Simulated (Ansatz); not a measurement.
# CH2F3N: the cost of one run

Method: RKS B3LYP-D4/def2-mTZVP, in Ansatz 0.2.0.

**1. Starting point**

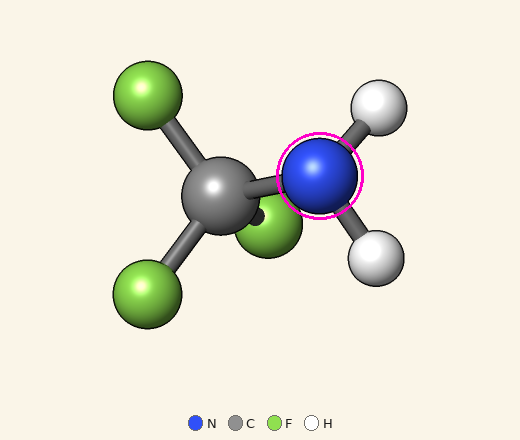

The starting structure, seen from a chosen angle (nitrogen blue, carbon grey, fluorine green, hydrogen white). Ringed: N1.

As a file:

```xyz
7

N     0.2390    0.4876    0.7683
C     0.0555   -0.4336   -0.2913
F    -0.8876    0.0134   -1.1858
F    -0.2782   -1.5979    0.2010
F     1.2318   -0.6019   -0.9444
H    -0.7486    0.6638    1.1193
H     0.4493    1.4006    0.2872
```

**2. Relaxing end A**

input.yaml

```yaml
crystal:
  periodic: [false, false, false]
  atoms:
    - { symbol: "N", position_ang: [0.239, 0.4876, 0.7683] }
    - { symbol: C, position_ang: [0.0555, -0.4336, -0.2913] }
    - { symbol: F, position_ang: [-0.8876, 0.0134, -1.1858] }
    - { symbol: F, position_ang: [-0.2782, -1.5979, 0.201] }
    - { symbol: F, position_ang: [1.2318, -0.6019, -0.9444] }
    - { symbol: H, position_ang: [-0.7486, 0.6638, 1.1193] }
    - { symbol: H, position_ang: [0.4493, 1.4006, 0.2872] }
basis:
  gaussian: { orbitals: def2-mTZVP }
hamiltonian:
  xc: b3lyp
  dispersion: d4
relax:
  f_tol: 0.015
  max_steps: 40
```

Launch:

```bash
> ansatz run input.yaml --threads 2 --pin off --max-ram 3072MiB --backend cpu --events-out ev --progress --plain --runs-dir out
```

**Question.** How long does this run take on 2 threads of Arm Neoverse V2, shared host, and how much memory does it need?

About 9.9 s, with a peak of 0.17 GiB.
